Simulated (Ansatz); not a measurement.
# CH2BP: what the fields show

```xyz
5

C     2.0973   -1.9600   -0.7051
B     1.0913   -1.0052   -0.2410
P     1.5633   -2.4349    0.8534
H     0.4353   -0.0245   -0.4171
H     2.8058   -2.3144   -1.4569
```

Geometry: B3LYP-D3(BJ)/def2-SVP.

Level of theory: isolated molecule in a Gaussian basis; Kohn-Sham density functional theory, functional PBE0 in Ansatz 0.2.0.

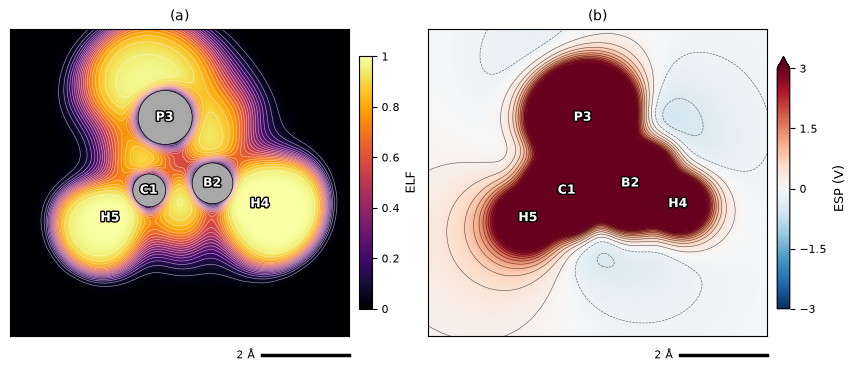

Figure 1. (a) electron localisation function; (b) electrostatic potential on the molecular plane. Grey discs cover the atomic cores in the ELF map.

Describe what can be read from this map.

Answer. Atoms in the plane: C, B, P and H. C–B (1.46 Å): the ELF peaks at about 0.90 between the atoms (localised, covalent bonding). C–P (1.71 Å): the ELF peaks at about 0.85 between the atoms, as expected for localised, covalent bonding. B–P (1.86 Å): the ELF peaks at about 0.75 between the atoms. C–H (1.09 Å): the ELF climbs to about 1 towards the hydrogen, as it does in any bond to H; an ordinary covalent bond to hydrogen. B–H (1.19 Å): the ELF climbs to about 1 towards the hydrogen; an ordinary covalent bond to hydrogen. The ELF also peaks beside P3, away from the bonds: lone-pair regions. Outside the dense part of the molecule the potential is most negative (−0.6 V) near P3.

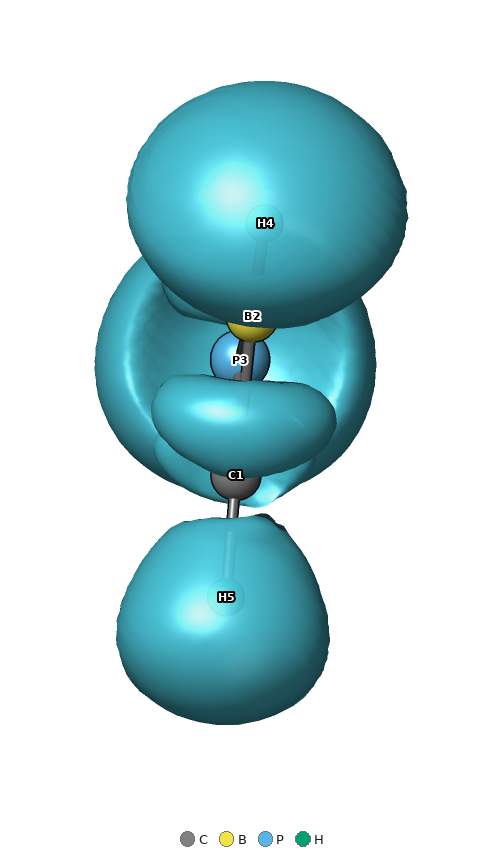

Figure 2. Isosurface of the electron localisation function at 0.8 (cyan), seen at an oblique angle. Core shells and regions of very low density are left out.

Describe the localisation domains.

Answer. The surface consists of one region between bonded B–C atoms (shared pairs), one region between bonded C–P atoms (shared pairs), two regions around hydrogen nuclei and one lobe on P, pointing away from the bonds (lone pairs).

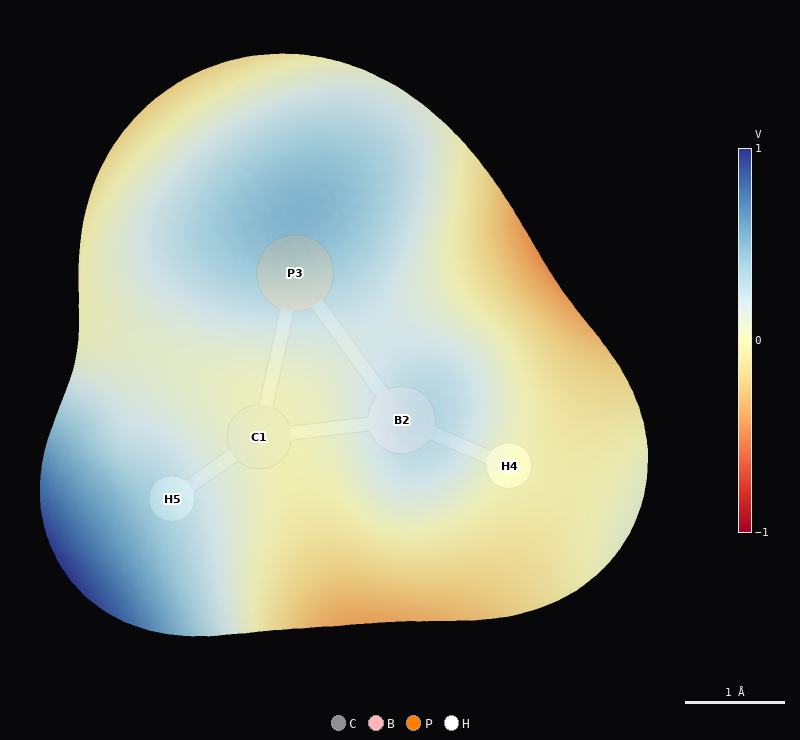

Figure 3. The molecular electrostatic potential painted on the density surface at 0.001 e/bohr³, seen across its widest extent; the colour scale runs from red (negative) to blue (positive).

Where is the surface potential most negative and most positive?

Answer. The most negative region (about −0.4 V, or −9 kcal/mol for a unit charge) lies over H4, the most positive (about +1.0 V, or +23 kcal/mol for a unit charge) over H5.

What dipole moment does the calculation give?

Answer. Its dipole moment is 0.67 D.
